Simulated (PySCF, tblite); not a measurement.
# C6H7O3PS: geometry, infrared bands and NMR shifts

Aim: predict the infrared bands and NMR shifts of C6H7O3PS (`COC(=O)c1occ(SC)p1`).

Programs: tblite 0.8.0 and PySCF 2.14.0, with density-fitted response routines of our own. Each step states its level of theory. These are calculated values for one molecule in the gas phase, unless marked as measured. Atoms count from 0, in the outputs and in this text.

### Step 1. Starting geometry

18 atoms, charge 0, multiplicity 1; geometry from: force field or distance geometry start.

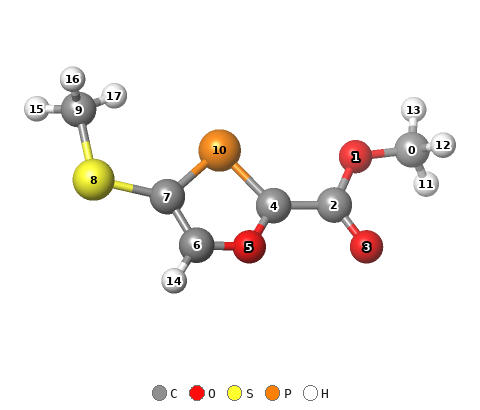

As it starts; carbon grey, oxygen red, sulfur yellow, phosphorus orange, hydrogen white, atoms numbered; sticks join atoms by distance.

### Step 2. Relaxing the molecule with GFN2-xTB

The job: settings as JSON, then the geometry in Å.

```
{"job": {"kind": "relax", "xc": "GFN2-xTB", "basis": "xTB"}, "charge": 0, "multiplicity": 1}
C     -4.012300     0.909900    -0.423900
O     -2.643900     0.612200    -0.415200
C     -2.113300    -0.624600    -0.091200
O     -2.868900    -1.595800     0.200700
C     -0.649800    -0.769400    -0.117300
O     -0.044600    -1.848500     0.138600
C      1.222600    -1.923300     0.098900
C      1.903700    -0.779000    -0.237300
S      3.676300    -0.524900    -0.396500
C      4.006500     1.182600    -0.875100
P      0.624900     0.472400    -0.526300
H     -4.504500     0.706900     0.565400
H     -4.584100     0.441500    -1.233400
H     -4.095700     2.010800    -0.565700
H      1.779600    -2.849200     0.332300
H      4.875200     1.606000    -0.299200
H      4.329100     1.213000    -1.947600
H      3.090600     1.765900    -0.748300
```

On the command line:

```
$ OMP_NUM_THREADS=1 python probes_run.py task.json out
```

This one command runs all jobs of the session in turn.

**Question.** This job is followed by: GFN2-xTB harmonic vibrations, gas phase; GIAO PBE0/pcSseg-1 NMR shielding, non-relativistic, gas phase. What will the session give for the following? strongest single infrared mode (GFN2-xTB); zero-point energy (GFN2-xTB); 13C shifts against TMS (PBE0/pcSseg-1); 1H shifts against TMS (PBE0/pcSseg-1, means over atoms taken as alike); 17O shifts against H2O (PBE0/pcSseg-1); 33S shifts against CS2 (PBE0/pcSseg-1); 31P shifts against H3PO4 (PBE0/pcSseg-1).

The runs gave:

```
                                                              quantity                                       value
                             strongest single infrared mode (GFN2-xTB)                       1764 cm⁻¹, 674 km/mol
                                          zero-point energy (GFN2-xTB)                               76.2 kcal/mol
                                13C shifts against TMS (PBE0/pcSseg-1)  189.1, 165.2, 160.3, 150.7, 53.5, 24.5 ppm
1H shifts against TMS (PBE0/pcSseg-1, means over atoms taken as alike)                        8.06, 4.01, 2.60 ppm
                                17O shifts against H2O (PBE0/pcSseg-1)                     409.6, 359.5, 176.4 ppm
                                33S shifts against CS2 (PBE0/pcSseg-1)                                      -4 ppm
                              31P shifts against H3PO4 (PBE0/pcSseg-1)                                   177.9 ppm
```

What this shows: Relaxing lowered the energy by 1.190 eV in 84 steps; the close pair that moved most is C4–P10, from 1.826 to 1.727 Å. No mode is imaginary among the 48: a minimum at this level. The strongest single mode, at 1764 cm⁻¹, moves mainly C2 and O3. Unscaled tight-binding wavenumbers are off by several per cent, some by more. Its intensities can rank the bands wrongly. At PBE0/pcSseg-1: The widest tensor belongs to O3: span 696 ppm, with a paramagnetic part of -473 ppm. NICS(1)zz of -23 ppm above the planar ring from C4 marks a diatropic (aromatic) ring current.
